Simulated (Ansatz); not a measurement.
# CH7BGaNO: the cost of one run

Method: unrestricted cation, the program's frozen cores in correlated methods; program: Ansatz 0.2.0, Gaussian basis.

Plan: UKS PBE-D4/def2-TZVPP; UKS r2SCAN-D4/def2-TZVPP; UKS PBE0-D4/def2-TZVPP; UKS B3LYP-D4/def2-TZVPP; UKS wB97X-V/def2-TZVPP; UKS wB97M-V/def2-TZVPP; UKS B2PLYP/def2-TZVPP; UHF-CCSD(T)/def2-TZVPP; UHF-MP2/def2-QZVPP; extrapolation to the limit; then −ε(HOMO) from the neutral's earlier runs with LDA (SPW92), PBE-D4, revPBE-D4, BLYP-D4, r2SCAN-D4, B97M-V, PBE0-D4, B3LYP-D4, r2SCANh-D4, r2SCAN0-D4, HSE06-D4, BHLYP-D4, CAM-B3LYP-D4, LC-ωPBE, ωB97X-V, ωB97M-V.

## 1. The geometry

The geometry comes from an earlier relaxation with PBE0-D4 in a triple-zeta def2 set; it is a stationary point, not always the lowest conformer.

SMILES `C[BH][Ga]([NH2])[OH]`, 12 atoms, charge 0, spin multiplicity 1.

Atoms are counted from 1 here; the program's logs count them from 0.

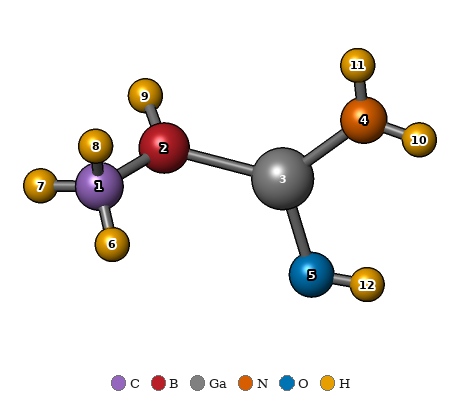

The geometry (carbon purple, boron red, gallium grey, nitrogen orange, oxygen blue, hydrogen amber); atoms are numbered from 1 in the order of the file.

Geometry (Å):

```xyz
12
CH7BGaNO
C     1.3383    1.8215   -0.2174
B     1.2442    0.2747   -0.1629
Ga   -0.5685   -0.7579   -0.1799
N    -1.3399   -1.7018    1.1785
O    -1.5384   -0.7447   -1.6998
H     0.4823    2.3474   -0.6422
H     2.2681    2.2050   -0.6450
H     1.3709    2.1013    0.8525
H     2.2652   -0.3472   -0.0461
H    -2.2555   -2.1165    1.1366
H    -0.9302   -1.8065    2.0908
H    -2.3365   -1.2752   -1.6650
```

## 2. Cation, UKS PBE-D4/def2-TZVPP

in.yaml reads:

```yaml
crystal:
  periodic: [false, false, false]
  atoms:
    - {symbol: C, position_ang: [1.338311, 1.821528, -0.217447]}
    - {symbol: B, position_ang: [1.244198, 0.274664, -0.162863]}
    - {symbol: Ga, position_ang: [-0.568450, -0.757883, -0.179917]}
    - {symbol: N, position_ang: [-1.339862, -1.701815, 1.178524]}
    - {symbol: O, position_ang: [-1.538414, -0.744678, -1.699767]}
    - {symbol: H, position_ang: [0.482286, 2.347374, -0.642205]}
    - {symbol: H, position_ang: [2.268118, 2.204964, -0.644999]}
    - {symbol: H, position_ang: [1.370896, 2.101288, 0.852458]}
    - {symbol: H, position_ang: [2.265184, -0.347238, -0.046099]}
    - {symbol: H, position_ang: [-2.255529, -2.116539, 1.136596]}
    - {symbol: H, position_ang: [-0.930229, -1.806517, 2.090767]}
    - {symbol: H, position_ang: [-2.336507, -1.275158, -1.665038]}
basis:
  gaussian: {orbitals: def2-TZVPP}
total_charge: 1
magnetization: {spin_polarized: true, initial_magnetization: 1}
hamiltonian: {xc: pbe, dispersion: d4}
```

Started as:

```
$ ansatz run in.yaml --threads 2 --pin off --events-out ev --progress --plain --max-ram 22528MiB --backend cpu
```

Q: Estimate wall time and peak memory on 2 threads of AMD EPYC 7R13, shared host.

About 18 s, with a peak of 0.94 GiB.
